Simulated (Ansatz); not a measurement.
**Two runs on BH₂SF**

System: BH₂SF.
Method of run 1: RHF-MP2, frozen core/def2-TZVP (Ansatz 0.2.0).

Text and figures count atoms from 1; the logs count them from 0 in places.

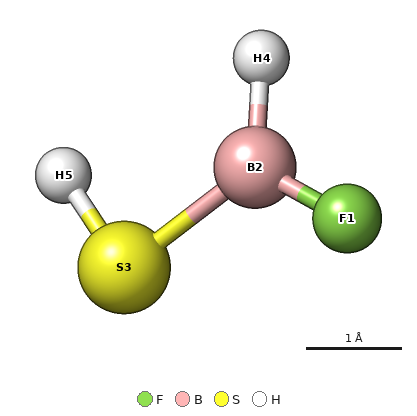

**Figure 1.** The structure (ball-and-stick view, seen at a tilt; atoms are numbered from 1 in the order of the input).

Input, run 1:
```yaml
crystal:
  periodic: [false, false, false]
  atoms:
    - { symbol: F, position_ang: [-1.122638, -0.908621, -1.069357] }
    - { symbol: B, position_ang: [-0.410674, -0.33746, -0.104413] }
    - { symbol: S, position_ang: [0.981796, 0.70581, -0.580892] }
    - { symbol: H, position_ang: [-0.708221, -0.52806, 1.03172] }
    - { symbol: H, position_ang: [1.321527, 1.003273, 0.677541] }
basis:
  gaussian: { orbitals: def2-TZVP }
hamiltonian:
  xc: hf
output:
  forces: true
correlation:
  method: mp2
```

Command:
```bash
ansatz run input.yaml --threads 1 --pin off --max-ram 2560MiB --backend cpu --events-out ev --progress --plain --runs-dir out
```

Hardware: 1 thread of Arm Neoverse N1, 98 GiB of memory available, shared host.

Output (run 1):
```
Engine: ansatz 0.2.0, aarch64-unknown-linux-gnu
Functional definition: HF
  exchange = exact_x
  correlation = 0
727 factors; integrals over basis functions are off by at most 9.9e-4 eV
mean field evaluation 1: about -14229.0707 eV, gradient 2.6e1 eV
mean field evaluation 2: about -14229.0742 eV, gradient 2.6e1 eV
mean field evaluation 4: about -14230.6410 eV, gradient 2.6e0 eV
mean field evaluation 8: about -14230.6754 eV, gradient 2.2e-4 eV
mean field -14230.67536319 eV, -522.9676736990 hartree, gradient 7.7e-6 eV, S^2 0.000000; 0 other end points of the search recorded, 0 dependent functions left out
7 core orbitals not correlated: weight in the atoms' cores, before any rotation towards them, 1.000 or more for the frozen orbitals, at most 0.000 for the correlated occupied ones
reference -14230.67536319 eV, -522.9676736990 hartree; 9, 9 occupied and 95, 95 virtual orbitals, 727 factors
second order -14.07065995 eV of doubles, -0.00000000 eV of singles
the calculation of the forces begins
Total energy: -14244.74602314 eV, -523.4847609148 hartree
Atom 0 at    -1.122638    -0.908621    -1.069357 Å, force     0.018538     0.014412     0.011542 eV/Å
Atom 1 at    -0.410674    -0.337460    -0.104413 Å, force     0.103799     0.077453    -0.049335 eV/Å
Atom 2 at     0.981796     0.705810    -0.580892 Å, force    -0.125861    -0.094507     0.037522 eV/Å
Atom 3 at    -0.708221    -0.528060     1.031720 Å, force     0.006667     0.004975    -0.001330 eV/Å
Atom 4 at     1.321527     1.003273     0.677541 Å, force    -0.003142    -0.002332     0.001601 eV/Å
Dipole moment:     0.127478     0.106357     0.303828 e Å
```

The input of run 2 differs as follows (lines with − go, lines with + come):
```diff
-    - { symbol: S, position_ang: [0.981796, 0.70581, -0.580892] }
+    - { symbol: S, position_ang: [1.072878, 0.77405, -0.612058] }
-    - { symbol: H, position_ang: [1.321527, 1.003273, 0.677541] }
+    - { symbol: H, position_ang: [1.062072, 1.482474, 0.521773] }
```

How does run 2 compare with run 1?

On the same kind of shared host run 2 took about 0.0075 times as long.

Output (run 2):
```
Engine: ansatz 0.2.0, aarch64-unknown-linux-gnu
Functional definition: HF
  exchange = exact_x
  correlation = 0
728 factors; integrals over basis functions are off by at most 1.0e-3 eV
mean field evaluation 1: about -14228.8067 eV, gradient 2.6e1 eV
mean field evaluation 2: about -14228.8097 eV, gradient 2.6e1 eV
mean field evaluation 4: about -14230.4419 eV, gradient 2.7e0 eV
mean field evaluation 8: about -14230.4785 eV, gradient 3.3e-4 eV
mean field -14230.47853310 eV, -522.9604403266 hartree, gradient 1.0e-5 eV, S^2 0.000000; 0 other end points of the search recorded, 0 dependent functions left out
7 core orbitals not correlated: weight in the atoms' cores, before any rotation towards them, 1.000 or more for the frozen orbitals, at most 0.000 for the correlated occupied ones
reference -14230.47853310 eV, -522.9604403266 hartree; 9, 9 occupied and 95, 95 virtual orbitals, 728 factors
second order -14.05252612 eV of doubles, -0.00000000 eV of singles
the calculation of the forces begins
Total energy: -14244.53105921 eV, -523.4768611362 hartree
Atom 0 at    -1.122638    -0.908621    -1.069357 Å, force     0.421257     0.079575     0.257174 eV/Å
Atom 1 at    -0.410674    -0.337460    -0.104413 Å, force     1.071664     1.002540    -0.690370 eV/Å
Atom 2 at     1.072878     0.774050    -0.612058 Å, force    -1.600995    -1.015720     0.304081 eV/Å
Atom 3 at    -0.708221    -0.528060     1.031720 Å, force     0.030987     0.126776    -0.017821 eV/Å
Atom 4 at     1.062072     1.482474     0.521773 Å, force     0.077087    -0.193170     0.146936 eV/Å
Dipole moment:     0.008658     0.092913     0.308246 e Å
```

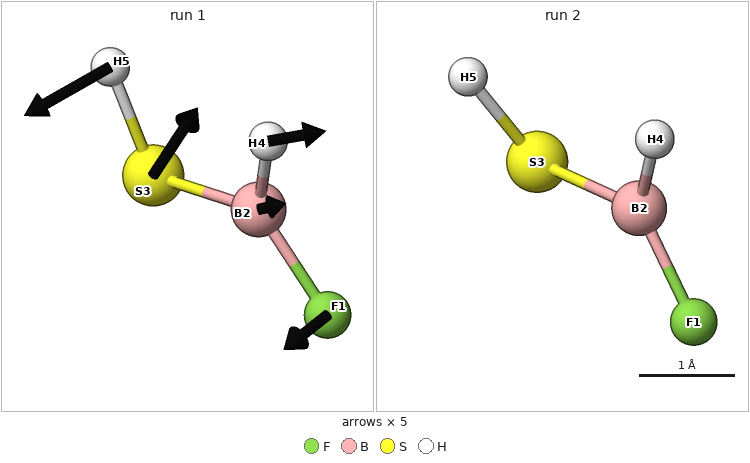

**Figure 2.** The two input geometries at one scale (ball-and-stick view, seen at a tilt). The black arrows on the first give the shifts of the atoms after the best rigid fit, magnified 5 times. The largest moves after the best rigid fit, 0.21 Å, are those of S3 and H5. By element the largest moves are H 0.21 Å, S 0.21 Å, F 0.14 Å, B 0.06 Å. Among the contacts that change: B2–S3 1.804 → 1.922 Å.

The two runs side by side:

| quantity | run 1 | run 2 |
| --- | --- | --- |
| outcome | converged | converged |
| total energy (hartree) | – | −523.476861 |
| largest force (eV/Å) | – | 1.920 |
| wall time (shared host) | 10 min | 4.5 s |
